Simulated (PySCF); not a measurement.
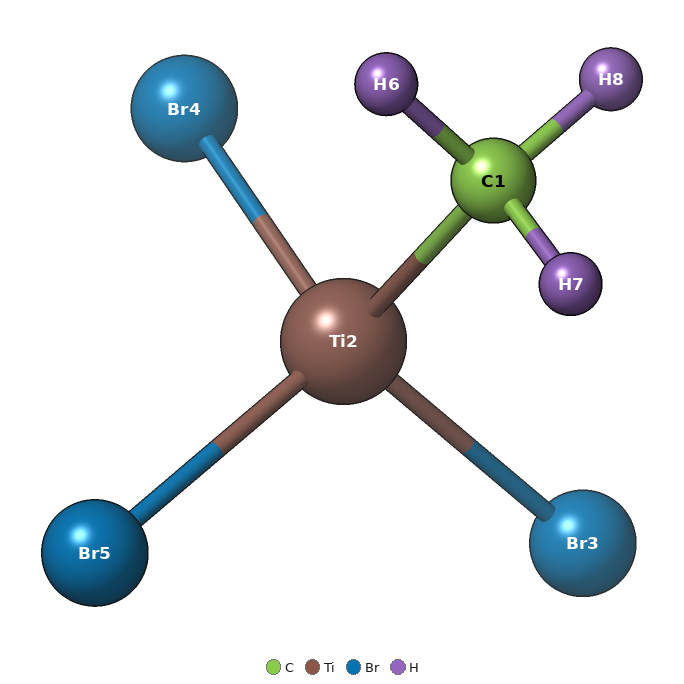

Charge 0, singlet. Computed geometry: GFN2-xTB optimisation. No frequency run is at hand to confirm it as a minimum. Properties computed with B3LYP/pcJ-1 (pcSseg-1 on Br) (pcSseg-1 on Ti) indirect spin-spin coupling, non-relativistic, gas phase (PySCF 2.14.0). Isotopes: 13C, 1H.

Give the spin–spin coupling constants of these pairs, with the number of bonds between them: C1/H6, C1/H7, C1/H8, H6/H8, H6/H7.

| pair | bonds apart | J (Hz) |
| --- | --- | --- |
| C1, H6 | 1 | 135.2 |
| C1, H7 | 1 | 135.3 |
| C1, H8 | 1 | 135.2 |
| H6, H8 | 2 | −13.9 |
| H6, H7 | 2 | −14.0 |

The geometry is semi-empirical. Around Br, Ti such bond lengths and angles can be off by a tenth of an ångström or more and by several degrees, and values that hang on the shape move with them.
